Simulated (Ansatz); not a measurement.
# Exact exchange and the HOMO–LUMO gap of Si3H8 (trisilane)

Si3H8: 11 atoms, total charge 0, spin state singlet. SMILES: `[SiH3][SiH2][SiH3]`. The shape is that of a PBE0-D4/def2-TZVP optimisation.

The HOMO–LUMO gap y, in eV, basis 6-31G(d); a is the functional's share of exact exchange. Programs: Ansatz 0.2.0.

| functional | program | a | y (eV) |
| --- | --- | --- | --- |
| PBE | Ansatz | 0 | 6.25 |
| BLYP | Ansatz | 0 | 6.26 |
| B3LYP | Ansatz | 0.2 | 7.76 |
| PBE0 | Ansatz | 0.25 | ? |
| r2SCAN0 | Ansatz | 0.25 | 8.46 |
| BHLYP | Ansatz | 0.5 | 10.00 |

Problem. Fit y = c + s·a to the known rows and predict PBE0.

Solution. 
1. Means of the 5 rows: a = 0.1900, y = 7.746.
2. Σ(Δa)² = 0.172, Σ(Δa·Δy) = 1.3083, so the slope is 1.3083/0.172 = 7.6064.
3. Intercept: 7.746 − (7.6064) × 0.1900 = 6.301. The largest residual of the fit is 0.26.
4. PBE0: 6.301 + (7.6064) × 0.25 = 8.20 eV.

The run gave 8.13 eV, so the prediction is off by +0.07 eV, within the scatter of the fit. Exact exchange lowers occupied levels and raises empty ones.

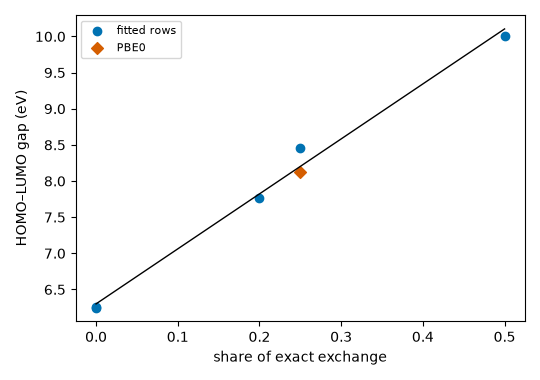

The fitted line, with the withheld row.
